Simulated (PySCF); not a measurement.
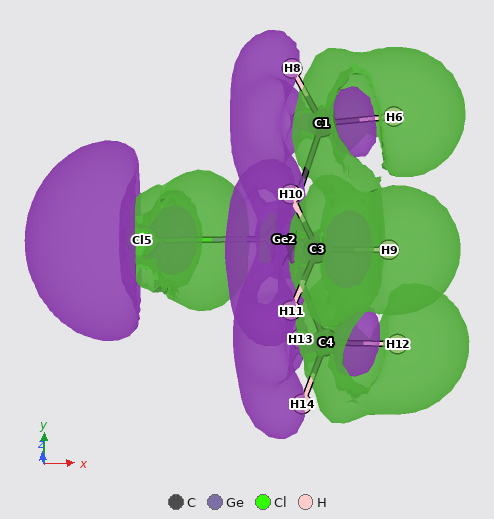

*C$_{3}$H$_{9}$ClGe, SMILES `C[Ge](C)(C)Cl`. Change of the electron density in a uniform field of 0.21 V/Å, surfaces at ±0.001 e/Å³ (purple: gain, green: loss).*

PySCF calculation, PBE/def2-TZVP, gas phase; geometry: GFN2-xTB. No frequency check shows the geometry to be a minimum. A basis without diffuse functions makes polarisabilities too small. GFN2-xTB bond lengths at metals and heavier atoms can be off by up to 0.1 Å and shapes distorted, which carries into these values.

Coordinates in Å:

```
C1       0.8258    1.8774   -0.3688
Ge2      0.2616    0.0015   -0.0011
C3       0.8404   -0.6178    1.8023
C4       0.8322   -1.2564   -1.4374
Cl5     -1.8717   -0.0042    0.0041
H6       1.9071    1.9647   -0.3345
H7       0.4850    2.1908   -1.3514
H8       0.4015    2.5511    0.3701
H9       1.9236   -0.6503    1.8639
H10      0.4707    0.0532    2.5721
H11      0.4535   -1.6128    2.0028
H12      1.9140   -1.2706   -1.5247
H13      0.4124   -0.9575   -2.3934
H14      0.4905   -2.2632   -1.2150
```

**Along which Cartesian direction does the field point?**

Along +x: electrons gather on the −x side, against the field.

**What dipole is induced, and what polarisability does it imply?**

The induced dipole is 0.84 D (along the field); α along this axis, from the fields in both directions, is 83 bohr³ (12.2 Å³).

**Which atoms gain and lose the most charge?**

Electrons gather most on Cl5 (Hirshfeld charge changes by −0.024 e) and leave H6, H9 and H12 alike most (+0.009 e); 0.071 electrons are displaced in all.
